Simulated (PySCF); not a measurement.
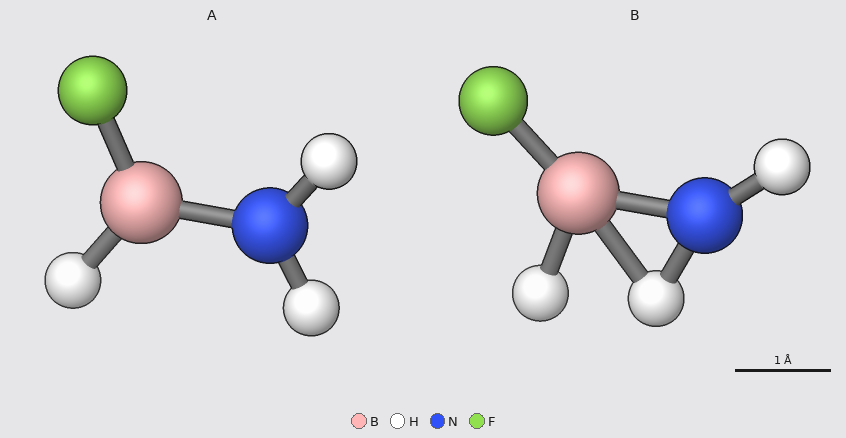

Two geometries of BNH₃F (started from a transition state, displaced along its imaginary mode), drawn at one scale. One is the start of a relaxation, the other its converged end. The picture is a ball-and-stick view, seen from a free direction.

Theory: RKS PBE0-D4/def2-TZVP, density fitting (PySCF 2.14.0). 

Which of the two is the end point?

Answer. Structure A is the relaxed one. After 16 geometry steps the energy has fallen by 2.482 eV. The atom that moves furthest after the best rigid fit is an H atom (0.84 Å). By element the largest moves are H 0.84 Å, F 0.28 Å, B 0.19 Å, N 0.18 Å. Some distances before and after: B–H 1.408 → 2.106 Å, H–N 1.124 → 1.004 Å, B–H 1.242 → 1.196 Å, H–N 1.032 → 1.006 Å. Bond angles that change, for instance: B–N–H 68.0° → 122.4°, H–N–H 154.4° → 114.7°, N–B–F 139.3° → 119.2°. The run took 63 s on 4 threads of Arm Neoverse V2, on a shared host.
